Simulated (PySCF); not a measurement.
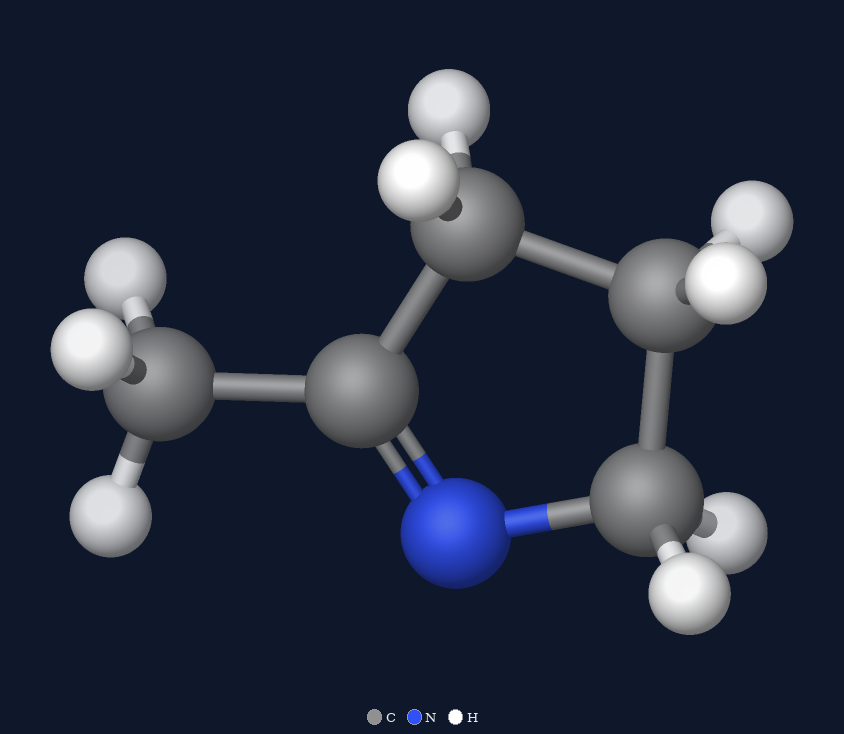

Ball-and-stick drawing of a structure.

The computed structure is the end point of a GFN2-xTB optimisation. No frequency run is at hand to confirm it as a minimum.

Identify the structure.

The molecule is C₅H₉N. SMILES: `CC1=NCCC1`. Independent rings (smallest set): 1 of 5 members. Among its groups: imine. Coordination: 4 C tetrahedral; 1 C trigonal planar; 1 N bent.

The parts below concern this one geometry. Atoms keep their numbers from picture to picture.

### Shape

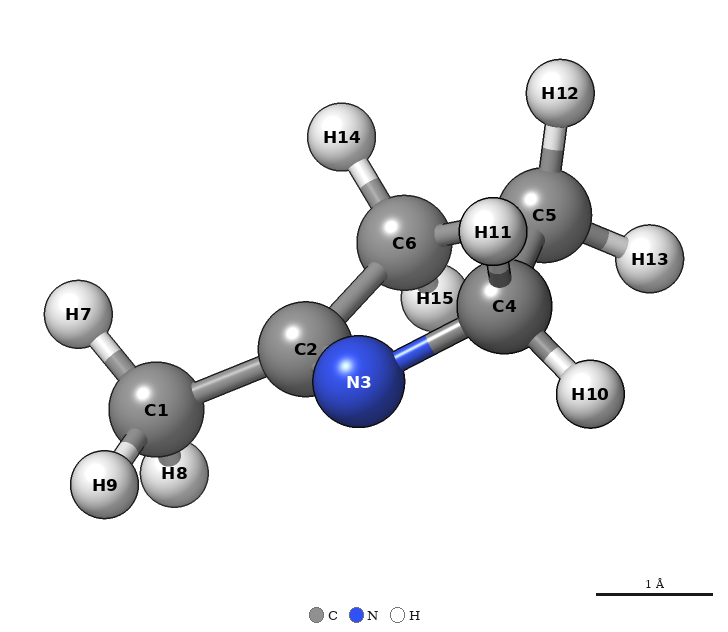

Numbered structure. No frequency run is at hand to confirm it as a minimum.

Which atoms are bonded, and how long are the bonds?

| bond | length (Å) | order |
| --- | --- | --- |
| C1–C2 | 1.486 | single |
| C1–H7 | 1.089 | single |
| C1–H8 | 1.089 | single |
| C1–H9 | 1.086 | single |
| C2–N3 | 1.261 | double |
| C2–C6 | 1.514 | single |
| N3–C4 | 1.440 | single |
| C4–C5 | 1.552 | single |
| C4–H10 | 1.093 | single |
| C4–H11 | 1.093 | single |
| C5–C6 | 1.534 | single |
| C5–H12 | 1.089 | single |
| C5–H13 | 1.089 | single |
| C6–H14 | 1.092 | single |
| C6–H15 | 1.091 | single |

### Electronic properties

No frequency run is at hand to confirm it as a minimum. Level of theory: PBE0/def2-SVPD, gas phase (PySCF 2.14.0). Excitations: vertical, linear response.

Computed properties:

- dipole moment: 2.06 D
- HOMO energy (Kohn–Sham orbital): −7.19 eV
- LUMO energy (Kohn–Sham orbital): 0.41 eV
- HOMO–LUMO gap: 7.60 eV
- mean static polarisability: 64.5 bohr³
- lowest vertical singlet excitation: 5.63 eV
- its oscillator strength: 0.002
- brightest of the 6 lowest singlets: 7.32 eV
- its oscillator strength: 0.13

### Quadrupole coupling

No frequency run is at hand to confirm it as a minimum. Electric field gradients from the ground-state density, PBE0/pcSseg-1 (PySCF 2.14.0), non-relativistic apart from any core potentials.

Give the largest field-gradient component, the quadrupole coupling constant and the asymmetry for 14N at N3 (Q = 20.44 mb).

```
atom  V_zz (a.u.)  e²qQ/h (MHz)     η
  N3       −1.037         −4.98  0.28
```

### NMR shielding

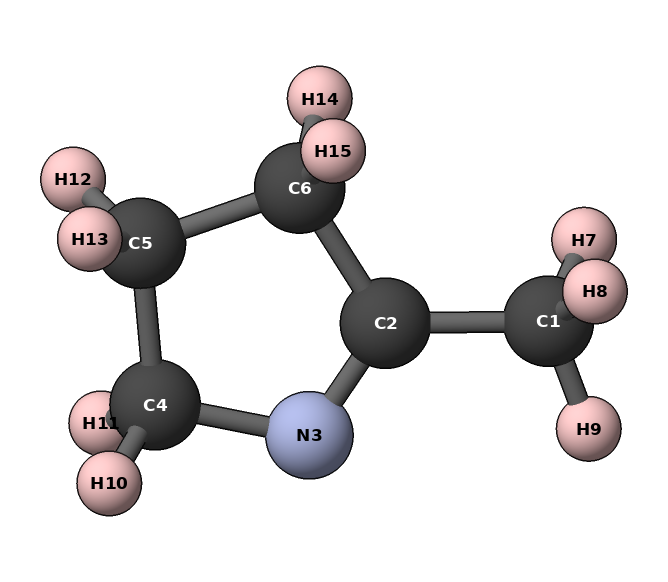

No frequency run is at hand to confirm it as a minimum. Level of theory: GIAO PBE0/pcSseg-1 NMR shielding, non-relativistic, gas phase (PySCF 2.14.0). Principal shieldings σ11 ≤ σ22 ≤ σ33, span Ω = σ33 − σ11, skew κ = 3(σiso − σ22)/Ω.

**Which C atom has the most anisotropic shielding?**

C2, with a span of 184 ppm.

Give the shielding tensors of the C atoms.

```json
{"atom": "C1", "σ11": "149.2", "σ22": "155.6", "σ33": "189.9", "σiso": "164.9", "Ω": "40.7", "κ": "0.68"}
{"atom": "C2", "σ11": "−85.3", "σ22": "21.1", "σ33": "98.4", "σiso": "11.4", "Ω": "183.7", "κ": "−0.16"}
{"atom": "C4", "σ11": "75.4", "σ22": "120.9", "σ33": "165.5", "σiso": "120.6", "Ω": "90.2", "κ": "−0.01"}
{"atom": "C5", "σ11": "130.5", "σ22": "177.3", "σ33": "179.9", "σiso": "162.6", "Ω": "49.4", "κ": "−0.89"}
{"atom": "C6", "σ11": "113.7", "σ22": "145.9", "σ33": "177.9", "σiso": "145.8", "Ω": "64.3", "κ": "0.00"}
```

Shieldings and span in ppm.
